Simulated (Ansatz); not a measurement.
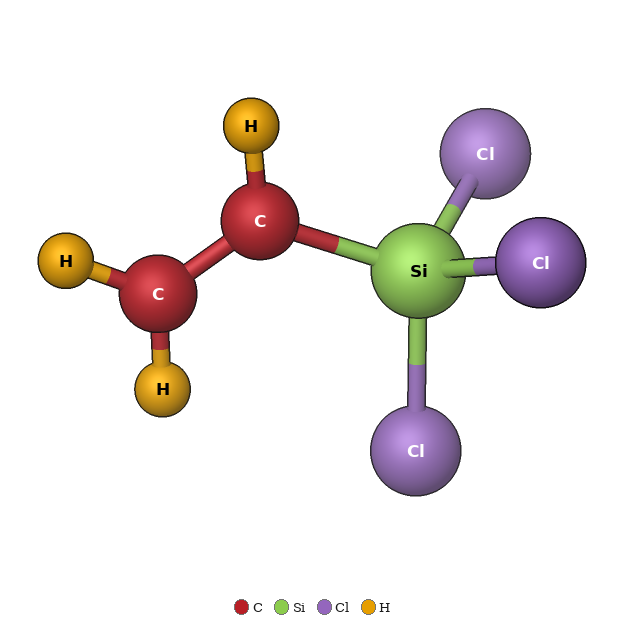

Source: calculation with Ansatz.

A ball-and-stick model of a molecule.

Describe the molecule.

The molecule is C₂H₃Cl₃Si. As SMILES it reads `C=C[Si](Cl)(Cl)Cl`. It has no ring. Among its groups: alkene. This geometry has Cs symmetry. Coordination: 2 C trigonal planar; 1 Si tetrahedral.
